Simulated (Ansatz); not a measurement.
# The cluster AlNi₂−: the relaxed shape and its frontier levels

What does the cluster AlNi₂− look like as a singlet, and where do its frontier electrons sit?

Computed with Ansatz 0.2.0, Gaussian basis. Level: RKS PBE0-D4/def2-TZVPD.

The runs, in order: relaxation at PBE-D4/def2-TZVPD; a search for the lowest solution at PBE0-D4/def2-SVP; a single point at PBE0-D4/def2-TZVPD.

1 further run of the same task is left out (set aside as unsound or not needed). Runs told in other sessions of the task aren't counted.

### 1 Starting geometry

3 atoms, charge -1, spin multiplicity 1.

Atoms are counted from 1 here; the program's logs count them from 0.

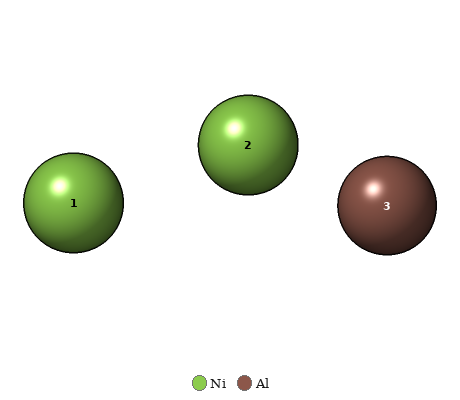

The starting geometry (nickel green, aluminium brown); atoms are numbered from 1 in the order of the file.

Geometry (Å):

```xyz
3
AlNi2
Ni   -0.3365    1.7913    1.4692
Ni    0.4962    0.0475   -0.3146
Al   -0.1597   -1.8388   -1.1545
```

No spin-orbit coupling is included. The ion is computed in the gas phase, without counter-ions or solvent.

The start is a GFN2-xTB geometry.

### 2 Relaxation at PBE-D4/def2-TZVPD

Input file in.yaml:

```yaml
crystal:
  periodic: [false, false, false]
  atoms:
    - {symbol: Ni, position_ang: [-0.336480, 1.791260, 1.469170]}
    - {symbol: Ni, position_ang: [0.496170, 0.047540, -0.314610]}
    - {symbol: Al, position_ang: [-0.159690, -1.838800, -1.154550]}
basis:
  gaussian: {orbitals: def2-TZVPD}
total_charge: -1
hamiltonian: {xc: pbe, dispersion: d4}
scf: {lower_state_search: "off"}
output: {orbitals: {seedname: orbitals}}
relax: {f_tol: 0.02, max_steps: 100}
```

Started as:

```console
> ansatz run in.yaml --threads 4 --pin off --events-out ev --progress --plain --max-ram 3916MiB
```

After this run come: Searching for the lowest solution, PBE0-D4/def2-SVP; Single point, PBE0-D4/def2-TZVPD.

Q: Predict the results of all the runs planned. Wanted: point group; commonest bond; HOMO, LUMO at PBE0-D4/def2-TZVPD.

**Answer**, as computed:

| quantity | value |
| --- | --- |
| point group | C2v |
| commonest bond | Al–Ni, 2 of mean length 2.310 Å |
| HOMO, LUMO at PBE0-D4/def2-TZVPD | -0.02, 2.21 eV |

In words: The relaxation broke 0 and made 1 bonds, so the end is another structure than the start. No usable vibrations, so a minimum isn't proven. Whether this spin is the lowest isn't tested here.

The anion's highest level is positive in at least one run, so there the basis alone may hold the extra electron.
